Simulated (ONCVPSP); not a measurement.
## In: pseudopotential generation

System: indium (In, Z = 49), core [Kr] 4d10, reference valence 5s2 5p1, valence charge 3.
Method: ONCV potential, PBE, scalar-relativistic, made with ONCVPSP 4.0.1.

Log (extracts):
```
ONCVPSP  (Optimized Norm-Conservinng Vanderbilt PSeudopotential)
scalar-relativistic version 4.0.1

#   n    l    f        energy (Ha)
    1    0    2.00    -1.0199550E+03
    2    0    2.00    -1.5271681E+02
    2    1    6.00    -1.3706868E+02
    3    0    2.00    -2.8979330E+01
    3    1    6.00    -2.3855262E+01
    3    2   10.00    -1.5901853E+01
    4    0    2.00    -4.3974108E+00
    4    1    6.00    -2.8712316E+00
    4    2   10.00    -6.8439220E-01
    5    0    2.00    -3.0176496E-01
    5    1    1.00    -9.2560952E-02

Reference configufation results
  iterations    22
  all-electron total energy (Ha)   -5.88163595D+03

Begin loop to  construct optimized pseudo wave functions
and semi-local pseudopoentials for all angular momenta

Calculating optimized projector #   1

 for l=   0

    Fraction of norm inside rc  0.330686
    Optimizing pswf for qcut=   3.00 a_B^-1,  ecut=   4.49 Ha
    Residual kinetic energy error=  2.51D-03 Ha

    Energy error per electron        Cutoff
         Ha          eV             Ha
         0.01000     0.27211        3.35
         0.00100     0.02721        7.69
         0.00010     0.00272       32.13
         0.00001     0.00027       39.23

   Wellstate for l =  1  n =  8
     eigenvalue =   2.3074
     asymptotic potential =   2.8074
     half-point radius =  5.5742

Calculating optimized projector #   1

 for l=   1

    Fraction of norm inside rc  0.402893
    Optimizing pswf for qcut=   2.60 a_B^-1,  ecut=   3.37 Ha
    Residual kinetic energy error=  1.64D-04 Ha

    Energy error per electron        Cutoff
         Ha          eV             Ha
         0.01000     0.27211        0.89
         0.00100     0.02721        1.61
         0.00010     0.00272        4.48
         0.00001     0.00027       19.09

Calculating optimized projector #   2

 for l=   1

    Fraction of norm inside rc  0.201835
    Optimizing pswf for qcut=   2.60 a_B^-1,  ecut=   3.37 Ha
    Residual kinetic energy error=  3.46D-02 Ha

    Energy error per electron        Cutoff
         Ha          eV             Ha
         0.01000     0.27211        5.53
         0.00100     0.02721       22.34
         0.00010     0.00272       27.97
         0.00001     0.00027       32.89

   Wellstate for l =  2  n =  5
     eigenvalue =   0.4400
     asymptotic potential =   0.9400
     half-point radius =  4.1210

   Wellstate for l =  2  n =  7
     eigenvalue =   2.3400
     asymptotic potential =   2.8400
     half-point radius =  4.7197

Calculating optimized projector #   1

 for l=   2

    Fraction of norm inside rc  0.180014
    Optimizing pswf for qcut=   3.31 a_B^-1,  ecut=   5.47 Ha
    Residual kinetic energy error=  3.77D-02 Ha

    Energy error per electron        Cutoff
         Ha          eV             Ha
         0.01000     0.27211       23.71
         0.00100     0.02721       61.42
         0.00010     0.00272       68.31
         0.00001     0.00027       80.53

Calculating optimized projector #   2

 for l=   2

    Fraction of norm inside rc  0.178164
    Optimizing pswf for qcut=   3.31 a_B^-1,  ecut=   5.47 Ha
    Residual kinetic energy error=  3.75D-01 Ha

    Energy error per electron        Cutoff
         Ha          eV             Ha
         0.01000     0.27211       32.72
         0.00100     0.02721       76.68
         0.00010     0.00272       84.81
         0.00001     0.00027       98.94

Construct Vanderbilt / Kleinmman-Bylander projectors

B matrix Hermiticity error, ll=   1
   1   2    5.6605E-05

  Orthonormal projector coefficients  3.8229E+00  1.0870E+00

B matrix Hermiticity error, ll=   2
   1   2   -1.0124E-04

  Orthonormal projector coefficients  1.3186E+01 -8.2954E+00

Model core correction analysis
  based on d2Exc/dn_idn_j

d2excae - all-electron derivatives

   -2.172110D-02   -1.203331D-02
   -1.306876D-02   -8.203186D-03

d2excps - pseudofunction derivatives with no core correction

   -3.540880D-02   -1.644321D-02
   -1.806356D-02   -9.888705D-03

rms 2nd derivative error    7.658153E-03

Polynomial model core charge

d2excps - pseudofunction derivatives with core correction

   -2.218374D-02   -1.199994D-02
   -1.303590D-02   -8.043474D-03

rms 2nd derivative error    2.458337E-04

Pseudoatom total energy   -1.972764

Diagnostic tests using Vanderbilt-Kleinman-Bylander pseudopotentials
  1 or more projectors used as specified by nproj input data

   l    rcore       rmatch      e in        delta e   norm test  slope test

   0   2.1098058   2.1738641  -0.3017650  -0.0000011   1.0000001   1.0001153

   1   3.1125134   3.2070160  -0.0925610  -0.0000001   1.0000129   1.0000187
   1   3.1125134   3.2070160   2.3074391   0.0000170   1.0001474   1.0001474

   2   2.4065675   2.4796361   0.4400000   0.0000047   0.9990550   0.9990550
run_diag: lschvkbbe ERROR   2   3   2  60  2.34000000E+00  2.05600000E+00
   2   2.4065675   2.4796361   2.3400000  -0.2840000   3.1344777   7.7160579

 Testing for bound ghosts
   n   l    E NL Schr. Eq   E Basis Diag.   E Cutoff

       0                      -18.958291     41.90  WARNING - GHOST(-)
   1   0       -0.301766       -0.297854     41.90

   2   1       -0.092561       -0.090239     31.10

 Testing for highly-localized positive-energy ghosts
       l    <radius>/rc     E Basis Diag.   E Cutoff

       2        0.784523        0.644765     95.09  WARNING - GHOST(+)

Test configuration 0

   n   l     f        eae           eps        diff
   1   0  2.0000-1019.95496395
   2   0  2.0000 -152.71680934
   2   1  6.0000 -137.06867834
   3   0  2.0000  -28.97933047
   3   1  6.0000  -23.85526208
   3   2 10.0000  -15.90185308
   4   0  2.0000   -4.39741076
   4   1  6.0000   -2.87123162
   4   2 10.0000   -0.68439220
   5   0  2.0000   -0.30176496   -0.30176605   -1.09D-06
   5   1  1.0000   -0.09256095   -0.09256108   -1.32D-07

    Total energies and differences
      AE_ref= -5.88163595D+03  AE_tst= -5.88163595D+03  dif=  0.00D+00
      PS_ref= -1.97276444D+00  PS_tst= -1.97276444D+00  dif= -4.66D-15
      PSP excitation error=  4.66D-15

Test configuration 1

   n   l     f        eae           eps        diff
   1   0  2.0000-1020.23088656
   2   0  2.0000 -152.99126966
   2   1  6.0000 -137.34330486
   3   0  2.0000  -29.25359294
   3   1  6.0000  -24.12953529
   3   2 10.0000  -16.17605630
   4   0  2.0000   -4.67171257
   4   1  6.0000   -3.14569823
   4   2 10.0000   -0.95816598
   5   0  2.0000   -0.54849627   -0.55147975   -2.98D-03

    Total energies and differences
      AE_ref= -5.88163595D+03  AE_tst= -5.88143885D+03  dif=  1.97D-01
      PS_ref= -1.97276444D+00  PS_tst= -1.77496328D+00  dif=  1.98D-01
      PSP excitation error= -7.00D-04

Test configuration 2

   n   l     f        eae           eps        diff
   1   0  2.0000-1020.62443740
   2   0  2.0000 -153.38008447
   2   1  6.0000 -137.73238653
   3   0  2.0000  -29.64280069
   3   1  6.0000  -24.51873439
   3   2 10.0000  -16.56498989
   4   0  2.0000   -5.06106775
   4   1  6.0000   -3.53499747
   4   2 10.0000   -1.34244364
   5   0  1.0000   -0.86991953   -0.88287911   -1.30D-02

    Total energies and differences
      AE_ref= -5.88163595D+03  AE_tst= -5.88073196D+03  dif=  9.04D-01
      PS_ref= -1.97276444D+00  PS_tst= -1.06036203D+00  dif=  9.12D-01
      PSP excitation error= -8.42D-03

Test configuration 3

   n   l     f        eae           eps        diff
   1   0  2.0000-1020.08376897
   2   0  2.0000 -152.84510151
   2   1  6.0000 -137.19703218
   3   0  2.0000  -29.10754977
   3   1  6.0000  -23.98348571
   3   2 10.0000  -16.03005135
   4   0  2.0000   -4.52567385
   4   1  6.0000   -2.99957074
   4   2 10.0000   -0.81254986
   5   0  2.0000   -0.41873024   -0.41966616   -9.36D-04
   5   1  0.5000   -0.19513209   -0.19563594   -5.04D-04

    Total energies and differences
      AE_ref= -5.88163595D+03  AE_tst= -5.88156463D+03  dif=  7.13D-02
      PS_ref= -1.97276444D+00  PS_tst= -1.90133760D+00  dif=  7.14D-02
      PSP excitation error= -1.14D-04

Test configuration 4

   n   l     f        eae           eps        diff
   1   0  2.0000-1020.07314615
   2   0  2.0000 -152.83196517
   2   1  6.0000 -137.18376169
   3   0  2.0000  -29.09607486
   3   1  6.0000  -23.97196275
   3   2 10.0000  -16.01829283
   4   0  2.0000   -4.51568392
   4   1  6.0000   -2.98940629
   4   2 10.0000   -0.79770549
   5   1  3.0000   -0.14091921   -0.14192363   -1.00D-03

    Total energies and differences
      AE_ref= -5.88163595D+03  AE_tst= -5.88119688D+03  dif=  4.39D-01
      PS_ref= -1.97276444D+00  PS_tst= -1.53226523D+00  dif=  4.40D-01
      PSP excitation error= -1.43D-03
```

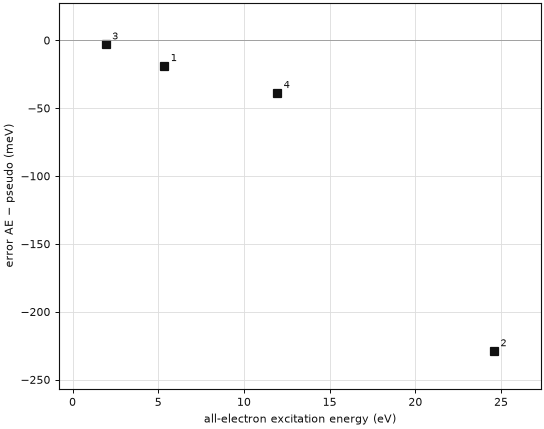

Fig. 1: Errors, all-electron minus pseudo, of the energies of valence configurations relative to the unpolarised reference 5s2 5p1. Points: 1 = 5s2 5p0; 2 = 5s1 5p0; 3 = 5s2 5p0.5; 4 = 5s0 5p3.

- Worst configuration: 5s1 5p0 (charge +2): the error is -229 meV on an all-electron energy of +24.60 eV relative to the reference, or 0.93 %. The potential isn't sound: its ghost test gives GHOST(-) flagged for s at -515.9 eV; GHOST(+) flagged for d at 17.5 eV.

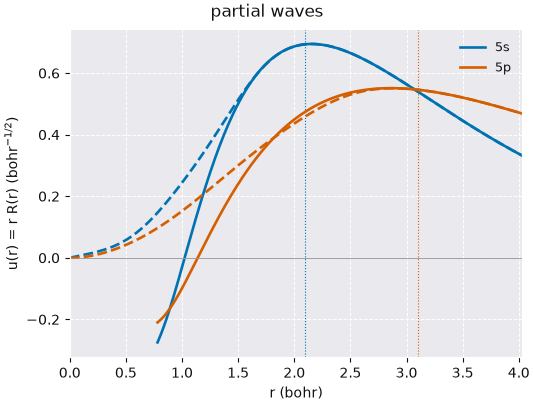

Fig. 2: All-electron valence functions (solid) with their pseudo partners (dashed). Dotted lines mark the matching radii. The innermost oscillations of some all-electron curves aren't drawn. Pseudo-waves: 5s has no node; 5p has no node.

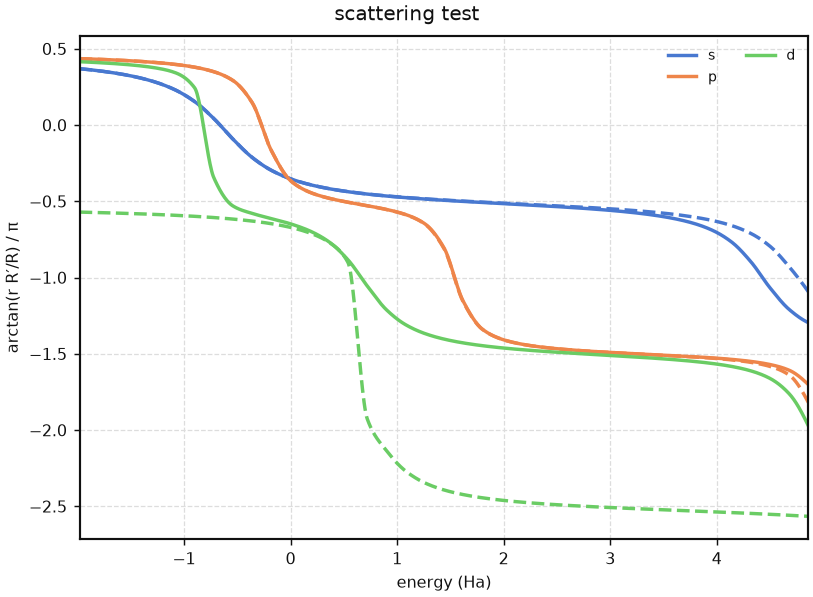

Fig. 3: Unwrapped phase arctan(r R′/R) in units of π against energy, all-electron (solid) and pseudo (dashed); the pseudo phase is matched to the all-electron one at the reference energy. Here R(r) is the radial function. A near-vertical step is a level narrower than the spacing of the points behind the curves. Not drawn: f: not judged.

- Range over which the phases agree within 0.05 rad: s: up to about 3.3 Ha; p: up to about 4.5 Ha; d: between about 0.1 and 0.5 Ha.
- Ghost states: Going away from the reference energies, the phases part by more than π/2 in: d at about 0.6 Ha (above its reference energy, pseudo phase lower, at the flagged ghost); d at about -0.8 Ha (below its reference energy, pseudo phase lower, at the 4d core level, which only the all-electron atom has). Such a step is either a state that only one of the two atoms has or an ordinary level shifted in energy. The separate test gives: GHOST(-) flagged for s at -515.9 eV; GHOST(+) flagged for d at 17.5 eV. The bound ghosts lie below the range of the plot.

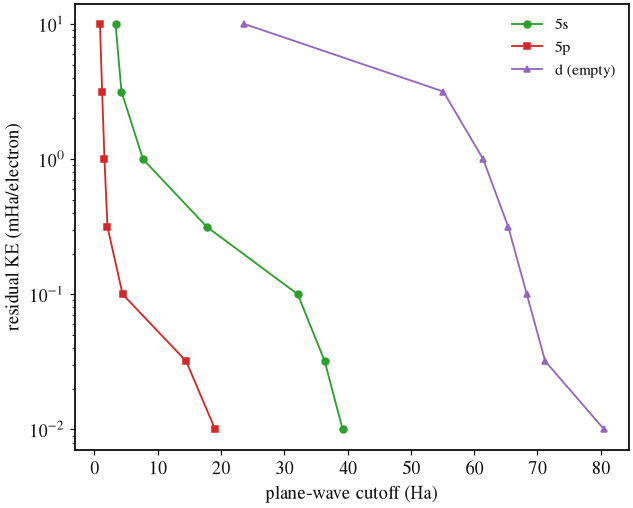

Fig. 4: Residual kinetic energy of the pseudo-waves (the first of each channel, and further valence shells) beyond the plane-wave cutoff, as the generator prints it.

- Hardest wave at 1 mHa per electron: d (empty), with rc = 2.40 bohr and qcut = 3.3 1/bohr. The optimisation minimises, but can't always remove, the kinetic energy above qcut²/2 = 5.4 Ha, and a larger rc would as a rule soften the wave at some cost in transferability.
- Cutoffs for 1 mHa per electron: d (empty): 61 Ha; 5s: 7.7 Ha; 5p: 1.6 Ha.
- Cutoffs for the occupied states: 7.7 Ha for 1 mHa and 32 Ha for 0.1 mHa per electron. The first is set by 5s.

Input file:
```
# ATOM AND REFERENCE CONFIGURATION
# atsym  z   nc   nv     iexc    psfile
  In 49.00    9    2        4      upf
#
#   n    l    f
    1    0    2.00
    2    0    2.00
    2    1    6.00
    3    0    2.00
    3    1    6.00
    3    2   10.00
    4    0    2.00
    4    1    6.00
    4    2   10.00
    5    0    2.00
    5    1    1.00
#
# PSEUDOPOTENTIAL AND OPTIMIZATION
# lmax
    2
#
#   l,   rc,      ep,       ncon, nbas, qcut
    0    2.10    0.00    4    8    3.00
    1    3.10    0.00    4    8    2.60
    2    2.40    0.44    5   10    3.30
#
# LOCAL POTENTIAL
# lloc, lpopt,  rc(5),   dvloc0
    4    5    2.05    4.00
#
# VANDERBILT-KLEINMAN-BYLANDER PROJECTORs
# l, nproj, debl
    0    1    2.10
    1    2    2.40
    2    2    1.90
#
# MODEL CORE CHARGE
# icmod, fcfact, rcfact
    1    0.65    0.00
#
# LOG DERIVATIVE ANALYSIS
# epsh1, epsh2, depsh
   -2.00    5.00    0.02
#
# OUTPUT GRID
# rlmax, drl
    6.00    0.01
#
# TEST CONFIGURATIONS
# ncnf
    4
# nvcnf
#   n    l    f
    2
    5    0    2.00
    5    1    0.00
#
    2
    5    0    1.00
    5    1    0.00
#
    2
    5    0    2.00
    5    1    0.50
#
    2
    5    0    0.00
    5    1    3.00
#
```

Command:
```bash
oncvpsp.x < In.dat > In.out
```

Key numbers:

- outcome: generated, with a ghost state
- cutoffs needed: 7.7 Ha and 32 Ha (the cutoffs at which the residual kinetic energy of the hardest occupied pseudo-wave falls to 1 and 0.1 mHa per electron); the channels without a valence shell are harder: d needs 61 Ha for 1 mHa
- ghost test: GHOST(-) flagged for s at -515.9 eV; GHOST(+) flagged for d at 17.5 eV
- largest excitation error: -229 meV (all-electron minus pseudo) for 5s1 5p0, out of 4 test configurations
- rms error of d²Exc/dni dnj: 7.66 mHa without and 0.25 mHa with the model core
- range over which the phases arctan(r R′/R) at the test radius agree within 0.05 rad (a looser test near the poles than one of phase shifts): s: up to about 3.3 Ha; p: up to about 4.5 Ha; d: between about 0.1 and 0.5 Ha; f: not judged, local potential alone
- hardware: 1 CPU thread, shared host
- wall time: 6.7 s

Remarks:

The potential has a bound ghost state, so it can't be used as it stands. The scattering phases part by more than π/2 and stay apart in d from about 0.6 Ha: a level there is either far displaced or one that only the pseudo-atom has.
